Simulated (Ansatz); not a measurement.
# Single-point calculation, with input and output: C2H4InN (charge +3)

- system: C2H4InN, charge +3, multiplicity 2
- method: UKS B97/def2-mTZVP (Ansatz 0.2.0)

Some settings of this run were made unusual or wrong on purpose. The geometry comes from this level: PBE0-D4/def2-TZVP. Figures and captions count atoms from 1; the log counts them from 0 in places.

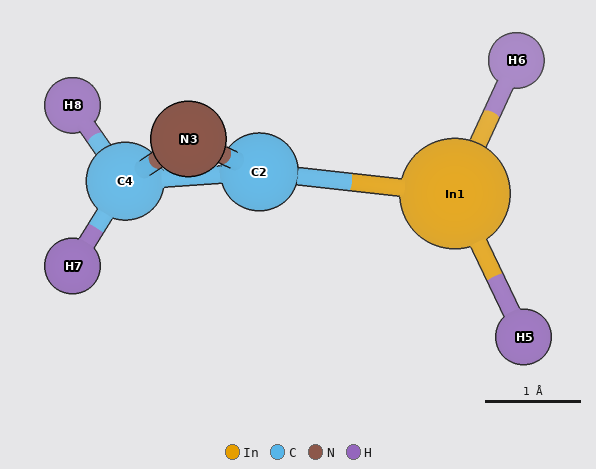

*The structure as given in the input (ball-and-stick view, seen at a tilt; atoms are numbered from 1 in the order of the input). Sticks mark near contacts.*

## Input
```yaml
crystal:
  periodic: [false, false, false]
  atoms:
    - {symbol: In, position_ang: [-0.929267, 1.646598, -0.221482]}
    - {symbol: C, position_ang: [0.380387, -0.032980, 0.136425]}
    - {symbol: N, position_ang: [1.492842, -0.370660, 0.612766]}
    - {symbol: C, position_ang: [0.692032, -1.433724, 0.051241]}
    - {symbol: H, position_ang: [-0.805137, 2.429642, -1.712763]}
    - {symbol: H, position_ang: [-2.084883, 1.914170, 1.057059]}
    - {symbol: H, position_ang: [1.064054, -1.908871, -0.811509]}
    - {symbol: H, position_ang: [0.282845, -2.176787, 0.793836]}
basis:
  gaussian: {orbitals: def2-mTZVP}
total_charge: 3
magnetization: {spin_polarized: true, initial_magnetization: 1}
hamiltonian: {xc: {name: B97}}
output: {forces: true}
```

Run on 2 threads of Arm Neoverse V1, 23 GiB of memory available, shared host.

Run as:
```bash
ansatz run in.yaml --threads 2 --pin off --events-out ev --progress --plain --max-ram 4352MiB
```

## The program's output
```
Functional definition: B97
  name "B97"
  cite "Becke, J. Chem. Phys. 107, 8554 (1997) doi:10.1063/1.475007"
  parameter cx = 0.1943
  parameter cx0 = 0.8094
  parameter cx1 = 0.5073
  parameter cx2 = 0.7481
  parameter css0 = 0.1737
  parameter css1 = 2.3487
  parameter css2 = -2.4868
  parameter cos0 = 0.9454
  parameter cos1 = 0.7471
  parameter cos2 = -4.5961
  exchange = spin_sum(e_x_unif_s*poly(b97_u_x, cx0, cx1, cx2)) + cx*exact_x
  correlation = spin_sum(e_c_pw_same_spin*poly(b97_u_same, css0, css1, css2))
      + integral(e_c_pw_opposite_spin*poly(b97_u_opposite, cos0, cos1, cos2))
1085 factors; integrals over basis functions are off by at most 9.3e-4 eV
mean field evaluation 1: about -8650.4545 eV, gradient 1.1e2 eV
mean field evaluation 2: about -7515.3980 eV, gradient 2.3e2 eV
mean field evaluation 4: about -8716.3367 eV, gradient 6.3e1 eV
mean field evaluation 8: about -8751.9674 eV, gradient 9.3e0 eV
mean field evaluation 16: about -8753.5377 eV, gradient 6.7e-1 eV
mean field evaluation 32: about -8753.5506 eV, gradient 1.6e-4 eV
mean field evaluation 64: about -8753.5506 eV, gradient 6.2e-4 eV
mean field evaluation 96: about -8753.5506 eV, gradient 6.1e-5 eV
mean field evaluation 128: about -8753.5453 eV, gradient 5.6e-2 eV
mean field -8753.56790847 eV, -321.6876872549 hartree, gradient 1.2e-5 eV, S^2 1.586197; 12 other end points of the search recorded, 0 dependent functions left out
the calculation of the forces begins
reference -8753.56793709 eV, -321.6876883066 hartree; 21, 20 occupied and 84, 85 virtual orbitals, 1085 factors
Total energy: -8753.56793709 eV, -321.6876883066 hartree
Atom 0 at    -0.929267     1.646598    -0.221482 Å, force    -1.036001     0.965795     0.178667 eV/Å
Atom 1 at     0.380387    -0.032980     0.136425 Å, force     1.922166     1.763157     1.752840 eV/Å
Atom 2 at     1.492842    -0.370660     0.612766 Å, force    -0.236603     1.556050    -0.725266 eV/Å
Atom 3 at     0.692032    -1.433724     0.051241 Å, force     0.231618    -4.059763     1.376078 eV/Å
Atom 4 at    -0.805137     2.429642    -1.712763 Å, force     0.092494     1.065182    -1.719618 eV/Å
Atom 5 at    -2.084883     1.914170     1.057059 Å, force    -1.143296     0.438005     1.110934 eV/Å
Atom 6 at     1.064054    -1.908871    -0.811509 Å, force     1.052599    -1.397287    -1.848355 eV/Å
Atom 7 at     0.282845    -2.176787     0.793836 Å, force    -0.882977    -0.331139    -0.125280 eV/Å
Dipole moment:     0.470147    -1.361138     0.107488 e Å
```

## Outcome

| quantity | value |
| --- | --- |
| outcome | converged |
| total energy | −8753.5679 eV |
| ⟨S²⟩ | 1.586 |
| SCF solution under orbital rotations | stable |
| largest force (length of the vector) | 4.293 eV/Å |
| wall time | 56 s (CPU time 1.8 min) |
| peak memory | 0.44 GiB |

## Diagnosis

This input holds a deliberate fault: charge. The run converged all the same; its numbers are those of the faulty input and shouldn't be used. ⟨S²⟩ is 1.59 against 0.75 for a pure state: the solution is spin-contaminated.
